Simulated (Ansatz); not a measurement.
# C2H10AsNSi: basis-set convergence

Aim: see how fast density functionals converge with the basis set for C2H10AsNSi.

Method: one geometry, several basis sets; program: Ansatz 0.2.0, Gaussian basis.

Plan: PBE0-D4/def2-SVP; ωB97M-V/def2-SVP; PBE0-D4/def2-QZVPP; ωB97M-V/def2-QZVPP; the functionals' def2-TZVPP values are taken from earlier runs.

## (1) The relaxed structure

An earlier PBE0-D4 in a triple-zeta def2 set relaxation fixed the geometry.

SMILES `CN(C)[AsH][SiH3]`, 15 atoms, charge 0, spin multiplicity 1.

Atoms are counted from 1 here; the program's logs count them from 0.

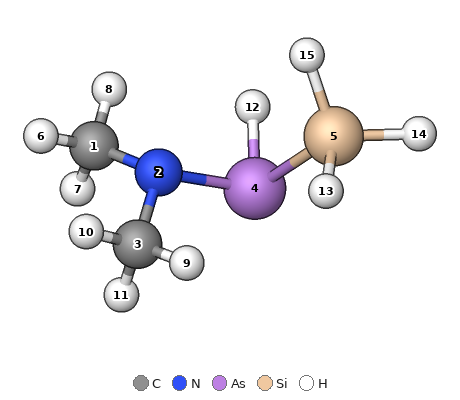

The structure; carbon grey, nitrogen blue, arsenic purple, silicon light orange, hydrogen white; atoms are numbered from 1 in the order of the file.

As a file:

```mol
C2H10AsNSi
  3D, bonds by distance, orders not assigned

 15 14  0  0  0  0  0  0  0  0999 V2000
   -1.5349   -0.0214    1.2264 C   0  0
   -0.3134    0.1696    0.4749 N   0  0
    0.7400    0.7123    1.3091 C   0  0
    0.2751   -1.4189   -0.3751 As  0  0
    0.9777   -0.2452   -2.3136 Si  0  0
   -1.8374    0.9358    1.6644 H   0  0
   -1.4415   -0.7489    2.0515 H   0  0
   -2.3369   -0.3554    0.5652 H   0  0
    1.6505    0.8629    0.7234 H   0  0
    0.4278    1.6902    1.6896 H   0  0
    0.9920    0.0778    2.1758 H   0  0
   -1.0752   -1.7247   -1.0173 H   0  0
    2.1036    0.6445   -1.9228 H   0  0
    1.4713   -1.2048   -3.3395 H   0  0
   -0.1204    0.5754   -2.8829 H   0  0
  1  2  8  0
  2  3  8  0
  2  4  8  0
  4  5  8  0
  1  6  8  0
  1  7  8  0
  1  8  8  0
  3  9  8  0
  3 10  8  0
  3 11  8  0
  4 12  8  0
  5 13  8  0
  5 14  8  0
  5 15  8  0
M  END
```

## (2) PBE0-D4 in def2-SVP

The input, in.yaml:

```yaml
crystal:
  periodic: [false, false, false]
  atoms:
    - {symbol: C, position_ang: [-1.534886, -0.021423, 1.226403]}
    - {symbol: N, position_ang: [-0.313404, 0.169620, 0.474941]}
    - {symbol: C, position_ang: [0.740012, 0.712273, 1.309088]}
    - {symbol: As, position_ang: [0.275140, -1.418921, -0.375103]}
    - {symbol: Si, position_ang: [0.977741, -0.245202, -2.313556]}
    - {symbol: H, position_ang: [-1.837439, 0.935822, 1.664442]}
    - {symbol: H, position_ang: [-1.441522, -0.748913, 2.051498]}
    - {symbol: H, position_ang: [-2.336945, -0.355379, 0.565191]}
    - {symbol: H, position_ang: [1.650455, 0.862936, 0.723416]}
    - {symbol: H, position_ang: [0.427849, 1.690235, 1.689581]}
    - {symbol: H, position_ang: [0.991952, 0.077837, 2.175805]}
    - {symbol: H, position_ang: [-1.075212, -1.724725, -1.017332]}
    - {symbol: H, position_ang: [2.103619, 0.644529, -1.922813]}
    - {symbol: H, position_ang: [1.471289, -1.204767, -3.339478]}
    - {symbol: H, position_ang: [-0.120448, 0.575378, -2.882882]}
basis:
  gaussian: {orbitals: def2-SVP}
hamiltonian: {xc: pbe0, dispersion: d4}
output: {orbitals: {seedname: orbitals}}
```

On the command line:

```console
$ ansatz run in.yaml --threads 4 --pin off --events-out ev --progress --plain --max-ram 11315MiB
```

Further steps of the session: ωB97M-V in def2-SVP; PBE0-D4 in def2-QZVPP; ωB97M-V in def2-QZVPP.

Q: Predict the results of all the runs planned. Wanted: PBE0-D4: double and triple zeta above quadruple; ωB97M-V: double and triple zeta above quadruple.

**Answer**, as computed:

| quantity | value |
| --- | --- |
| PBE0-D4: double and triple zeta above quadruple | 16.21, 1.80 eV |
| ωB97M-V: double and triple zeta above quadruple | 16.40, 1.75 eV |

PBE0-D4 gains 14.41 eV from double to triple zeta, then 1.80 eV more. These are total energies; as a rule much of such shifts cancels in differences, which this series doesn't test. The LUMO of ωB97M-V is positive and keeps falling with the basis (1.91 to 1.27 eV): an unbound level that the basis holds in place.
